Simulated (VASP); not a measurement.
# Ta: surface energy and work function by face, part 2 of 5

How do surface energy, work function and relaxation of Ta depend on the face?

VASP 6.6.1; PBE; plane waves and PAW (Ta).

So far. Step 3 (The bulk reference, job self-consistent run, k-mesh …): The run ends at a pressure of -0.51 GPa.

## 4. Relaxing the slab, 7 atoms, face Ta(110)

System of this step: Ta(110). The cell holds 7 atoms: 7 Ta. Its edges and angles: a = 3.310 Å, b = 2.867 Å, c = 29.043 Å, α = 90.0°, β = 90.0°, γ = 54.7°. It derives from Ta. 7 layers of bcc Ta, cut at this functional's lattice. Vacuum lies along c.

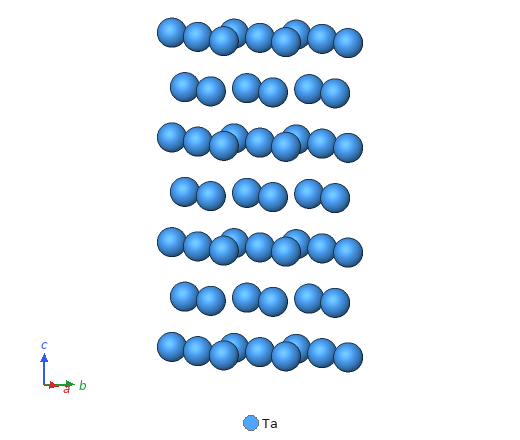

The cell of this step (tantalum blue). 2×2×1 cells are drawn. Some periodic images of atoms are drawn too.

All atoms relax at the fixed cell.

File INCAR:

```
SYSTEM = Ta
PREC = Normal
ENCUT = 320
EDIFF = 1E-05
NELM = 120
ISMEAR = 1
SIGMA = 0.15
LREAL = .FALSE.
ALGO = Fast
GGA = PE
NBANDS = 24
LASPH = .TRUE.
LORBIT = 11
LWAVE = .FALSE.
LCHARG = .FALSE.
KPAR = 4
IBRION = 2
NSW = 40
ISIF = 2
EDIFFG = -0.03
POTIM = 0.4
MAXMIX = 40
```

File POSCAR:

```
Ta
1.0
    3.3100000000      0.0000000000      0.0000000000
    1.6550000000      2.3405234457      0.0000000000
    0.0000000000      0.0000000000     29.0431406744
Ta
7
Direct
    0.0000000000      0.0000000000      0.2582365300
    0.5000000000      0.0000000000      0.3388243600
    0.0000000000      0.0000000000      0.4194121800
    0.5000000000      0.0000000000      0.5000000000
    0.0000000000      0.0000000000      0.5805878200
    0.5000000000      0.0000000000      0.6611756400
    0.0000000000      0.0000000000      0.7417634700
```

File KPOINTS:

```
Automatic mesh
0
Gamma
13 13 1
0 0 0
```

The projector-augmented-wave data sets are Ta (PBE family, release 64).

Started as:

```bash
> mpirun -np 4 vasp_std
```

Output:

```text
[banner, memory and clock lines left out]
running    4 mpi-ranks, on    1 nodes
 distrk:  each k-point on    1 cores,    4 groups
 distr:  one band on    1 cores,    1 groups

 POSCAR found type information on POSCAR Ta
 POSCAR found :  1 types and       7 ions
 LDA part: xc-table for (Slater+PW92), standard interpolation
 POSCAR, INCAR and KPOINTS ok, starting setup
 FFT: planning ... GRIDC
 FFT: planning ... GRID_SOFT
 FFT: planning ... GRID
 WAVECAR not read
 entering main loop
       N       E                     dE             d eps       ncg     rms          rms(c)
DAV:   1     0.793971836611E+02    0.79397E+02   -0.98651E+03  2360   0.775E+02
DAV:   2    -0.735770025204E+02   -0.15297E+03   -0.14332E+03  3392   0.165E+02
DAV:   3    -0.862069566010E+02   -0.12630E+02   -0.12037E+02  3248   0.486E+01
DAV:   4    -0.869528659652E+02   -0.74591E+00   -0.72544E+00  4016   0.112E+01
DAV:   5    -0.869718593963E+02   -0.18993E-01   -0.17939E-01  3600   0.176E+00    0.358E+01
RMM:   6    -0.130420667580E+03   -0.43449E+02   -0.12231E+02  3481   0.345E+01    0.204E+01
RMM:   7    -0.103030124745E+03    0.27391E+02   -0.95615E+01  2730   0.291E+01    0.180E+01
RMM:   8    -0.825633799462E+02    0.20467E+02   -0.12083E+01  2460   0.135E+01    0.861E+00
RMM:   9    -0.810963074560E+02    0.14671E+01   -0.62822E+00  3125   0.721E+00    0.574E+00
RMM:  10    -0.821278047476E+02   -0.10315E+01   -0.19797E+00  2620   0.461E+00    0.560E+00
RMM:  11    -0.819586271208E+02    0.16918E+00   -0.61162E-01  3334   0.236E+00    0.524E+00
RMM:  12    -0.810248448456E+02    0.93378E+00   -0.43449E-01  2734   0.187E+00    0.306E+00
RMM:  13    -0.807197767281E+02    0.30507E+00   -0.83971E-01  3131   0.233E+00    0.127E+00
RMM:  14    -0.806978959489E+02    0.21881E-01   -0.16323E-01  3288   0.119E+00    0.892E-01
RMM:  15    -0.807872320377E+02   -0.89336E-01   -0.66724E-02  2523   0.825E-01    0.147E+00
RMM:  16    -0.806846372540E+02    0.10259E+00   -0.27876E-02  2584   0.602E-01    0.543E-01
RMM:  17    -0.806735674386E+02    0.11070E-01   -0.39474E-02  3182   0.493E-01    0.169E-01
RMM:  18    -0.806758280800E+02   -0.22606E-02   -0.40129E-03  2783   0.254E-01    0.228E-01
RMM:  19    -0.806741019367E+02    0.17261E-02   -0.82604E-03  3179   0.216E-01    0.101E-01
RMM:  20    -0.806737806782E+02    0.32126E-03   -0.91302E-04  2842   0.119E-01    0.622E-02
RMM:  21    -0.806736469087E+02    0.13377E-03   -0.30117E-04  2972   0.557E-02    0.358E-02
RMM:  22    -0.806736469691E+02   -0.60358E-07   -0.40358E-04  2711   0.539E-02    0.329E-02
RMM:  23    -0.806736095265E+02    0.37443E-04   -0.32600E-05  1783   0.269E-02    0.107E-02
RMM:  24    -0.806736189674E+02   -0.94409E-05   -0.13859E-05  1508   0.151E-02
   1 F= -.80673619E+02 E0= -.80673929E+02  d E =-.806736E+02
 curvature:   0.00 expect dE= 0.000E+00 dE for cont linesearch  0.000E+00
 trial: gam= 0.00000 g(F)=  0.405E-01 g(S)=  0.000E+00 ort = 0.000E+00 (trialstep = 0.100E+01)
 search vector abs. value=  0.405E-01
 bond charge predicted
       N       E                     dE             d eps       ncg     rms          rms(c)
DAV:   1    -0.807084139410E+02   -0.34804E-01   -0.31108E+00  2960   0.845E+00    0.607E-01
RMM:   2    -0.807513812520E+02   -0.42967E-01   -0.72235E-02  2547   0.104E+00    0.874E-01
RMM:   3    -0.807120455291E+02    0.39336E-01   -0.13395E-02  2519   0.501E-01    0.291E-01
RMM:   4    -0.807081375411E+02    0.39080E-02   -0.13681E-02  2674   0.379E-01    0.140E-01
RMM:   5    -0.807099985549E+02   -0.18610E-02   -0.53590E-03  2931   0.234E-01    0.210E-01
RMM:   6    -0.807083749447E+02    0.16236E-02   -0.78122E-04  2822   0.107E-01    0.123E-01
RMM:   7    -0.807075664713E+02    0.80847E-03   -0.10437E-03  2888   0.873E-02    0.227E-02
RMM:   8    -0.807075749313E+02   -0.84600E-05   -0.20789E-04  2744   0.485E-02    0.192E-02
RMM:   9    -0.807075695035E+02    0.54279E-05   -0.33372E-05  1702   0.227E-02
   2 F= -.80707570E+02 E0= -.80707805E+02  d E =-.339505E-01
[... from here on, the cycles between the ionic steps are left out ...]
   3 F= -.80729273E+02 E0= -.80728564E+02  d E =-.556540E-01
   4 F= -.80730442E+02 E0= -.80729454E+02  d E =-.568227E-01
   5 F= -.80733074E+02 E0= -.80731961E+02  d E =-.263273E-02
   6 F= -.80734864E+02 E0= -.80733555E+02  d E =-.442193E-02
   7 F= -.80734878E+02 E0= -.80733586E+02  d E =-.443627E-02
   8 F= -.80735630E+02 E0= -.80734290E+02  d E =-.751630E-03
   9 F= -.80737517E+02 E0= -.80736085E+02  d E =-.263950E-02
  10 F= -.80739258E+02 E0= -.80737755E+02  d E =-.438016E-02
  11 F= -.80739259E+02 E0= -.80737761E+02  d E =-.710296E-06
 trial-energy change:   -0.000001  1 .order    0.000073   -0.001071    0.001216
 step:   2.6001(harm=  2.3582)  dis= 0.00577  next Energy=   -80.739545 (dE=-0.287E-03)
 bond charge predicted
       N       E                     dE             d eps       ncg     rms          rms(c)
DAV:   1    -0.807395534835E+02   -0.29532E-03   -0.14153E-01  2352   0.180E+00    0.101E-01
RMM:   2    -0.807394921077E+02    0.61376E-04   -0.10130E-03  2384   0.157E-01    0.919E-03
RMM:   3    -0.807395279341E+02   -0.35826E-04   -0.37780E-04  2893   0.668E-02    0.298E-03
RMM:   4    -0.807395358429E+02   -0.79088E-05   -0.48891E-05  1856   0.265E-02
  12 F= -.80739536E+02 E0= -.80738026E+02  d E =-.277727E-03
 curvature:  -1.71 expect dE=-0.231E-04 dE for cont linesearch -0.138E-06
 trial: gam= 0.10774 g(F)=  0.135E-04 g(S)=  0.000E+00 ort = 0.501E-05 (trialstep = 0.455E+01)
 search vector abs. value=  0.182E-04
 reached required accuracy - stopping structural energy minimisation
```

It took 2.5 min on 4 MPI ranks of Intel Xeon Platinum 8259CL at 2.50GHz (Skylake/Cascade Lake), shared host; peak memory 0.95 GiB; 10 min of CPU time.

OUTCAR, selected parts (step 4):

```text
  LATTYP: Found a base centered orthorhombic cell.
 ALAT       =     3.3100000000
 B/A-ratio  =     1.4142135624
 C/A-ratio  =     8.7743627415

 Subroutine GETGRP returns: Found  8 space group operations
 (whereof  8 operations were pure point group operations)

The static configuration has the point symmetry D_2h.

 Found     49 irreducible k-points:

   k-points           NKPTS =     49   k-points in BZ     NKDIM =     49   number of bands    NBANDS=     24

   dimension x,y,z NGX =    14 NGY =   14 NGZ =  128
   dimension x,y,z NGXF=    28 NGYF=   28 NGZF=  256

   ENCUT  =  320.0 eV  23.52 Ry    4.85 a.u.   4.83  4.18 42.36*2*pi/ulx,y,z

   NELECT =      35.0000    total number of electrons

 E-fermi :   1.2742

 k-point     1 :       0.0000    0.0000    0.0000
  band No.  band energies     occupation
    ...
     10       0.1849      2.00000
     11       0.6801      2.00000
     12       0.8100      2.00011
     13       0.8881      2.00166
     14       1.2020      1.71870
     15       1.5004     -0.05456
     16       1.5274     -0.03811
     17       1.6279     -0.00426
     18       1.8951     -0.00000
     19       1.9371     -0.00000
    ...

 k-point     2 :       0.0769   -0.0000    0.0000
  band No.  band energies     occupation
    ...
     11       0.6794      2.00000
     12       0.7172      2.00000
     13       0.8193      2.00016
     14       1.1911      1.79606
     15       1.3180      0.52801
     16       1.3919      0.02784
     17       1.6015     -0.00849
     18       1.7551     -0.00006
     19       1.8035     -0.00001
     20       2.0068     -0.00000
    ...

  Total       -2.0621978     -3.1909110     -0.4263064     -0.0000000      0.0000000      0.0000000
  in kB      -14.6844045    -22.7216937     -3.0356232     -0.0000000      0.0000000      0.0000000
  external PRESSURE =     -13.4805738 kB  Pullay stress =       0.0000000 kB

  energy-cutoff  :      320.00
  volume of cell :      225.00
      direct lattice vectors                 reciprocal lattice vectors
     3.310000000  0.000000000  0.000000000     0.302114804 -0.213627426  0.000000000
     1.655000000  2.340523446  0.000000000     0.000000000  0.427254853  0.000000000
     0.000000000  0.000000000 29.043140674     0.000000000  0.000000000  0.034431538

 POSITION                                       TOTAL-FORCE (eV/Angst)
 -----------------------------------------------------------------------------------
      0.00000      0.00000      7.61312        -0.000000      0.000000      0.006401
      1.65500      0.00000      9.83787        -0.000000      0.000000      0.007818
      0.00000      0.00000     12.18571         0.000000      0.000000     -0.008533
      1.65500      0.00000     14.52157        -0.000000      0.000000     -0.000000
      0.00000      0.00000     16.85743        -0.000000     -0.000000      0.008533
      1.65500      0.00000     19.20527        -0.000000     -0.000000     -0.007818
      0.00000      0.00000     21.43002        -0.000000      0.000000     -0.006401
 -----------------------------------------------------------------------------------
    total drift:                               -0.000000     -0.000000      0.000000

  FREE ENERGIE OF THE ION-ELECTRON SYSTEM (eV)
  ---------------------------------------------------
  free  energy   TOTEN  =       -80.7395358429 eV

  energy  without entropy=      -80.7350062536  energy(sigma->0) =      -80.73802598

 total charge
# of ion       s       p       d       tot
------------------------------------------
    1        0.722   0.516   3.314   4.552
    2        0.721   0.736   3.402   4.859
    3        0.708   0.713   3.356   4.777
    4        0.711   0.704   3.376   4.791
    5        0.708   0.713   3.356   4.777
    6        0.721   0.736   3.402   4.859
    7        0.722   0.516   3.314   4.552
--------------------------------------------------
tot          5.012   4.635  23.520  33.166

[... 1 part as in an earlier step ...]

[... 7 further parts left out ...]
```

CONTCAR:

```
Ta
   1.00000000000000
     3.3100000000000001    0.0000000000000000    0.0000000000000000
     1.6550000000000000    2.3405234457000001    0.0000000000000000
     0.0000000000000000    0.0000000000000000   29.0431406744000000
  Ta
     7
Direct
     0.0000000000000000    0.0000000000000000    0.2621315940991740
     0.5000000000000000    0.0000000000000000    0.3387331620890592
     0.0000000000000000    0.0000000000000000    0.4195728349137819
     0.5000000000000000    0.0000000000000000    0.5000000000000000
     0.0000000000000000    0.0000000000000000    0.5804271650862181
     0.5000000000000000    0.0000000000000000    0.6612668379109407
     0.0000000000000000    0.0000000000000000    0.7378684059008260
```

The run keeps the 8 symmetry operations of its start, so it cannot find a distortion of lower symmetry.

Relaxation path:

```tsv
step	energy less that of the first step (eV)	largest force (eV/Å)
1	0.0000	0.5449
2	-0.0340	0.3910
3	-0.0557	0.1495
4	-0.0568	0.1134
5	-0.0595	0.0870
6	-0.0612	0.0708
7	-0.0613	0.0543
8	-0.0620	0.0482
9	-0.0639	0.0378
10	-0.0656	0.0367
11	-0.0656	0.0556
12	-0.0659	0.0085
```

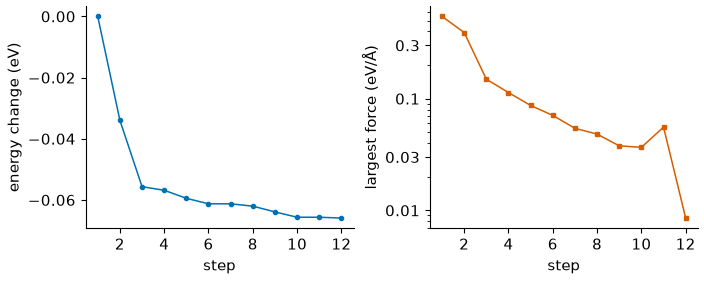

Energy and largest force along the relaxation.

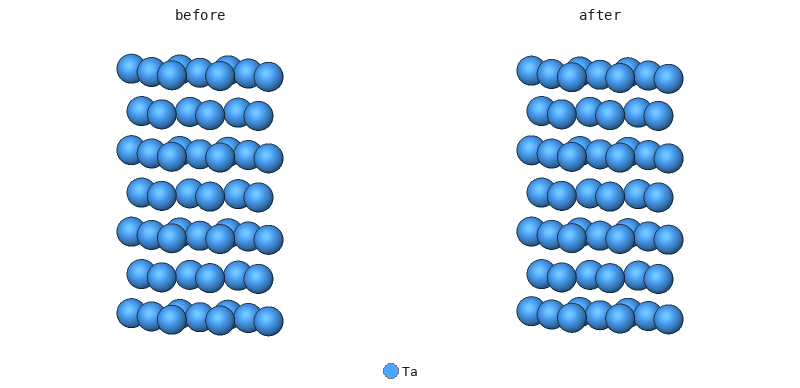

The structure before and after the relaxation, drawn at the same scale.

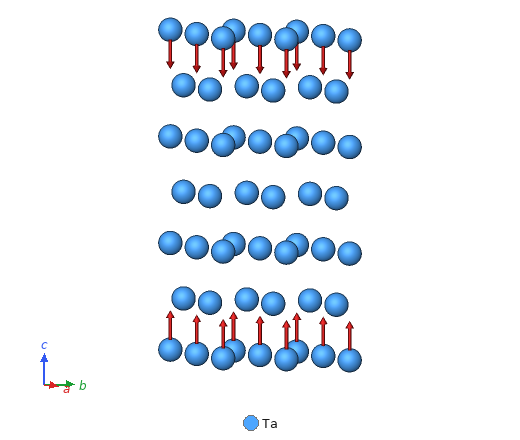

Displacements in the relaxation, exaggerated; the longest in the cell stands for 0.11 Å. 2×2×1 cells are drawn. Some periodic images of atoms are drawn too.

The atoms that moved most (Å):

```tsv
atom	dx	dy	dz	length
Ta1	0.000	0.000	0.113	0.113
Ta7	0.000	0.000	-0.113	0.113
```

The relaxed structure:

```xyz
7
Lattice="3.3100 0.0000 0.0000 1.6550 2.3405 0.0000 0.0000 0.0000 29.0431" Properties=species:S:1:pos:R:3
Ta    0.0000    0.0000    7.6131
Ta    1.6550    0.0000    9.8379
Ta    0.0000    0.0000   12.1857
Ta    1.6550    0.0000   14.5216
Ta    0.0000    0.0000   16.8574
Ta    1.6550    0.0000   19.2053
Ta    0.0000    0.0000   21.4300
```

Numbers from this step:

```
electronic cycles       : 88
electrons               : 35
free energy (TOTEN)     : -80.7395 eV
energy at zero smearing : -80.7380 eV
Fermi energy            : 1.274 eV
```

The run ended after 12 ionic steps, 0.066 eV below its first step, once the forces on the free atoms met EDIFFG = -0.03.

(Part 2 of 5 ends here.)

[Lines on the potential files, build, host, timing and source positions are cut from VASP's logs without a mark.]

[Logs are printed without paths, hosts, clocks, repeated set-up lines and the standing remarks that a program may print on its own settings, such as how far it seeks lower states.]

[Hosts, paths, dates, database ids (printed as entryN), source tags and the programs' standing remarks are cut or masked in the printed files.]

[Runs that stopped without an error message from VASP are left out.]
